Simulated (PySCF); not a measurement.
Consider C₅H₁₂N₂Si₂ (SMILES C#CCN([SiH2]C)[SiH2]N=C).

```json
{"atom": "C", "x (Å)": "-2.2700", "y (Å)": "2.9145", "z (Å)": "0.8696"}
{"atom": "C", "x (Å)": "-2.0102", "y (Å)": "2.0950", "z (Å)": "0.0366"}
{"atom": "C", "x (Å)": "-1.6366", "y (Å)": "1.0770", "z (Å)": "-0.9263"}
{"atom": "N", "x (Å)": "-0.5891", "y (Å)": "0.1992", "z (Å)": "-0.4306"}
{"atom": "Si", "x (Å)": "-1.1657", "y (Å)": "-1.1183", "z (Å)": "0.5466"}
{"atom": "C", "x (Å)": "0.2446", "y (Å)": "-2.2452", "z (Å)": "1.0945"}
{"atom": "Si", "x (Å)": "1.0111", "y (Å)": "0.8584", "z (Å)": "-0.5313"}
{"atom": "N", "x (Å)": "2.0815", "y (Å)": "-0.4835", "z (Å)": "-0.7087"}
{"atom": "C", "x (Å)": "3.1998", "y (Å)": "-0.7133", "z (Å)": "-0.2126"}
{"atom": "H", "x (Å)": "-2.5190", "y (Å)": "3.6431", "z (Å)": "1.5826"}
{"atom": "H", "x (Å)": "-2.5235", "y (Å)": "0.4816", "z (Å)": "-1.1670"}
{"atom": "H", "x (Å)": "-1.2951", "y (Å)": "1.5716", "z (Å)": "-1.8413"}
{"atom": "H", "x (Å)": "-1.8776", "y (Å)": "-0.6050", "z (Å)": "1.7313"}
{"atom": "H", "x (Å)": "-2.1209", "y (Å)": "-1.8560", "z (Å)": "-0.2991"}
{"atom": "H", "x (Å)": "0.8094", "y (Å)": "-2.6123", "z (Å)": "0.2455"}
{"atom": "H", "x (Å)": "-0.1547", "y (Å)": "-3.1001", "z (Å)": "1.6297"}
{"atom": "H", "x (Å)": "0.9348", "y (Å)": "-1.7321", "z (Å)": "1.7558"}
{"atom": "H", "x (Å)": "1.1338", "y (Å)": "1.5497", "z (Å)": "-1.8183"}
{"atom": "H", "x (Å)": "1.2930", "y (Å)": "1.7777", "z (Å)": "0.5829"}
{"atom": "H", "x (Å)": "3.7445", "y (Å)": "-1.6063", "z (Å)": "-0.5117"}
{"atom": "H", "x (Å)": "3.7010", "y (Å)": "-0.0790", "z (Å)": "0.5261"}
```

Geometry: GFN2-xTB.

Computed with PBE0/pcSseg-1, SCF density, gas phase, non-relativistic (PySCF).

### What will maps of the electron density and electron localisation function show?

Si–N (1.74 Å): ρ is about 1.1 e/Å³ halfway; the ELF peaks at about 0.90 between the atoms (a polar covalent bond).
C–Si (1.89 Å): ρ is about 0.94 e/Å³ halfway; the ELF peaks at about 0.95 between the atoms, as expected for localised, covalent bonding.

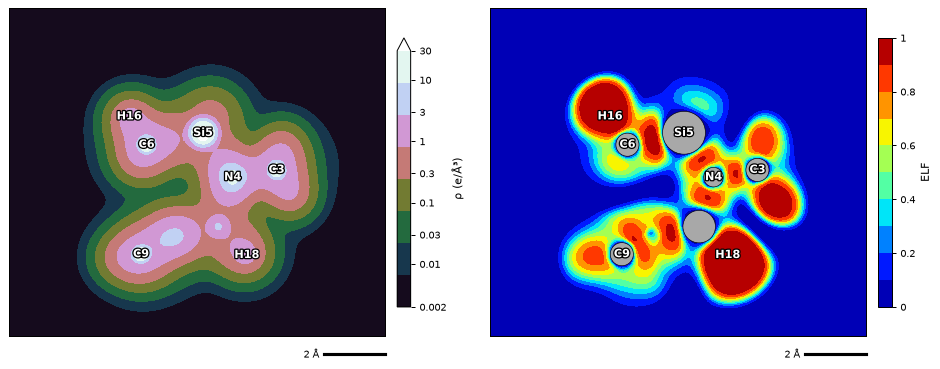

Computed electron density and electron localisation function on the plane of atoms C3, N4 and Si5, in this order. Grey discs cover the atomic cores in the ELF map. 
